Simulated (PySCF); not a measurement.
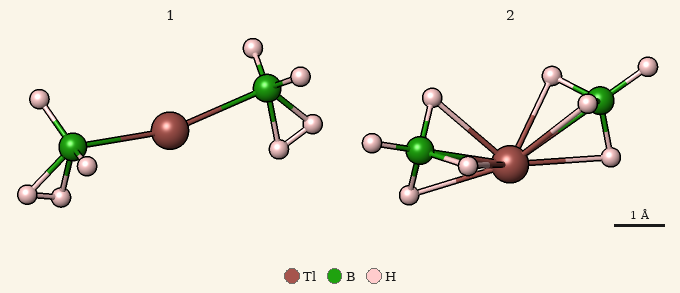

Two geometries of TlB₂H₈ (charge +1), drawn at one scale. One is the start of a relaxation, the other its converged end. A ball-and-stick model, seen at a tilt.

The calculation used RKS TPSS, Tl def2-SVP with ECP60, B def2-SVP, H def2-SVP; non-relativistic Hamiltonian with scalar-relativistic core potentials; density fitting in PySCF. 

### Which one is relaxed?

Structure 1 is the relaxed one. The largest moves after the best rigid fit, 1.31 Å, are those of H atoms. Largest moves by element: H 1.31 Å, Tl 0.80 Å, B 0.29 Å. Near-neighbour distances that change, for instance: H–H 2.000 → 0.874 Å, H–Tl 2.189 → 2.879 Å, H–Tl 2.189 → 2.601 Å, B–H 1.200 → 1.376 Å. Among the angles between lasting bonds that change: H–B–H 109.4° → 37.1°, Tl–B–H 180.0° → 123.9°, Tl–B–H 70.6° → 106.8°. The energy falls by 43.8 kcal/mol in 27 geometry steps. The largest force component goes from 2.3 to 0.015 eV/Å.
